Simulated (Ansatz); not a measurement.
## Electronic structure of Cl3F2H2OW (doublet) in real space

The calculation's input:

```
crystal:
  periodic: [false, false, false]
  atoms:
    - { symbol: W, position_ang: [0.02204, -0.063762, -0.010624] }
    - { symbol: H, position_ang: [-0.307607, 0.617272, 2.803681] }
    - { symbol: Cl, position_ang: [2.358537, 0.014669, -0.021015] }
    - { symbol: F, position_ang: [0.045912, 1.718335, 0.5882] }
    - { symbol: Cl, position_ang: [-2.329848, 0.06377, 0.132233] }
    - { symbol: Cl, position_ang: [-0.002018, -2.343896, 0.438789] }
    - { symbol: F, position_ang: [-0.039354, -0.235624, -1.853525] }
    - { symbol: O, position_ang: [0.068504, -0.145744, 2.290911] }
    - { symbol: H, position_ang: [-0.330565, -0.96612, 2.64845] }
magnetization:
  spin_polarized: true
  initial_magnetization: 1
basis:
  gaussian: { orbitals: def2-SVP }
hamiltonian:
  xc: pbe
relax:
  f_tol: 0.03
  max_steps: 50
output:
  orbitals: {}
```

Command:

```sh
ansatz run input.yaml --threads 4 --pin off --max-ram 5120MiB --backend cpu --events-out ev --progress --plain --runs-dir out
```

The fields are those of the run's last geometry, not of the input's.

Core potentials replace the inner electrons of W.

All numbers below come from UKS PBE/def2-SVP (Ansatz).

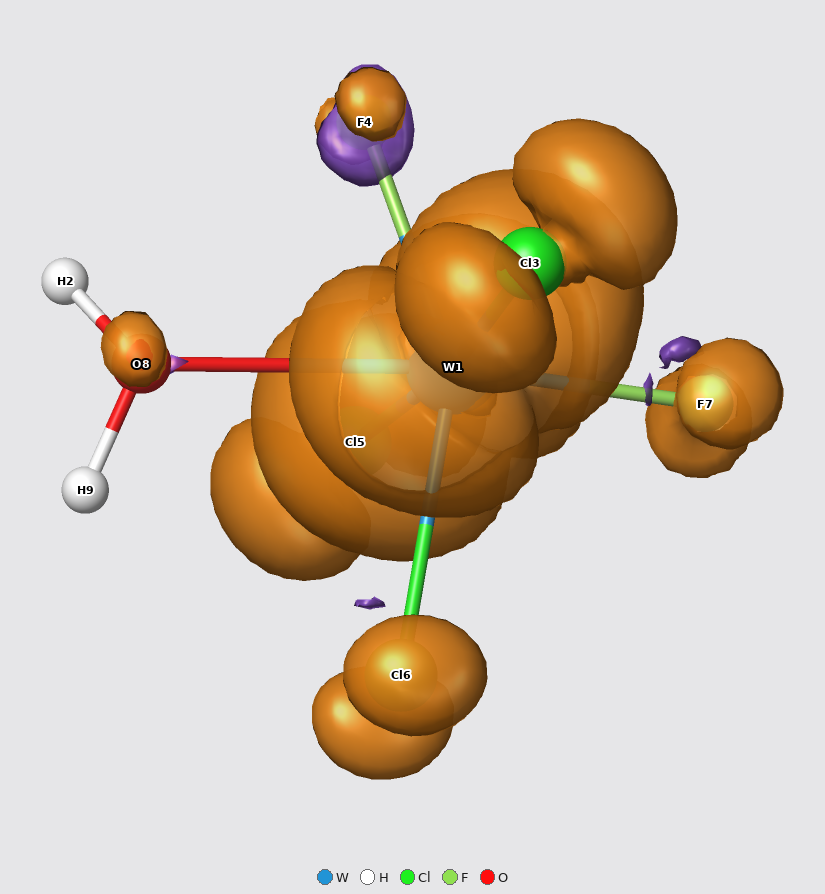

Figure 1. Isosurfaces of the spin density at +0.015 (orange) and −0.015 e/Å³ (purple), seen from one side.

### Describe the spin distribution.

The unpaired spin (1 electron) lies mostly on W1 (about 0.7), Cl3 (about 0.1) and Cl5 (about 0.1), in electrons by Hirshfeld's partition.

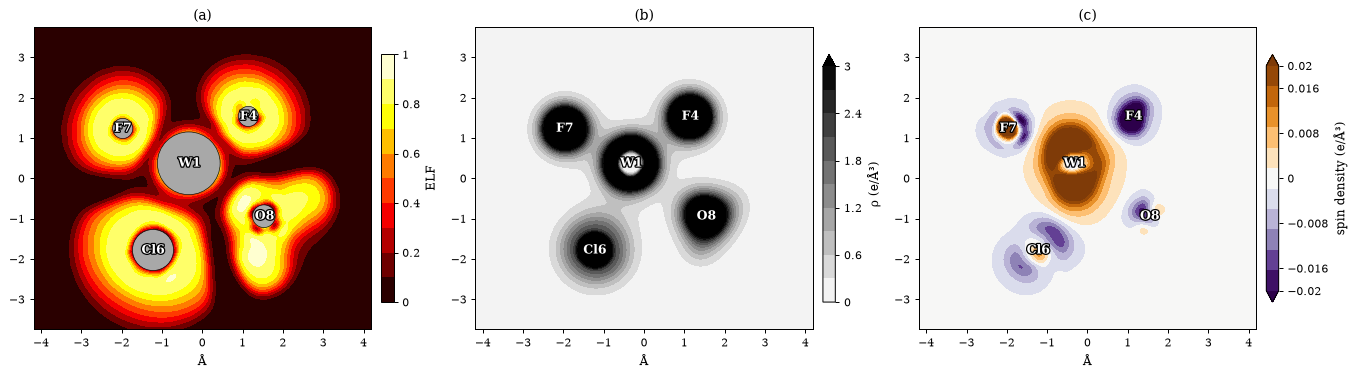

Figure 2. (a) electron localisation function; (b) electron density; (c) spin density on the plane of atoms Cl6, W1 and O8. Grey discs cover the atomic cores in the ELF map.

### What does the map show?

The plane passes through W, F, Cl and O nuclei. W–F (1.85 Å): ρ at the midpoint is about 1.1 e/Å³; the ELF peaks at about 0.85 in the valence shell of F, 0.5 Å from its nucleus, and drops to about 0.20 between the two atoms. W–O (2.28 Å): ρ at the midpoint is about 0.4 e/Å³; the ELF peaks at about 0.90 in the valence shell of O, 0.7 Å from its nucleus, and is about 0.15 at the midpoint. W–Cl (2.33 Å): the density is about 0.64 e/Å³ at the midpoint; the ELF peaks at about 0.85 in the valence shell of Cl, 0.8 Å from its nucleus, and is about 0.40 at the midpoint.

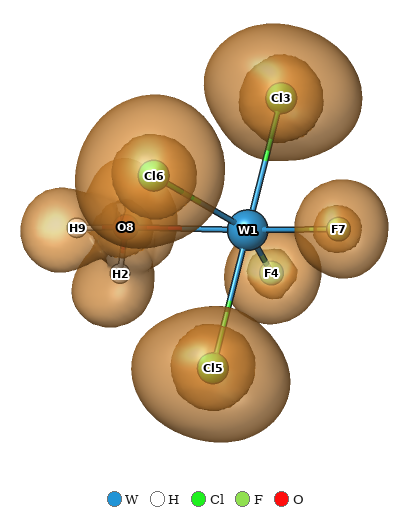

Figure 3. Isosurface of the ELF at 0.75 (orange), seen at a tilt. Core shells and regions of very low density are left out.

### What do the ELF domains correspond to?

At this value the surface marks out three regions wrapped around Cl (the valence shell of each), two regions wrapped around F (the valence shell of each) and one joined region spread over several atoms (H, O), in which their bonds and any lone pairs are merged.
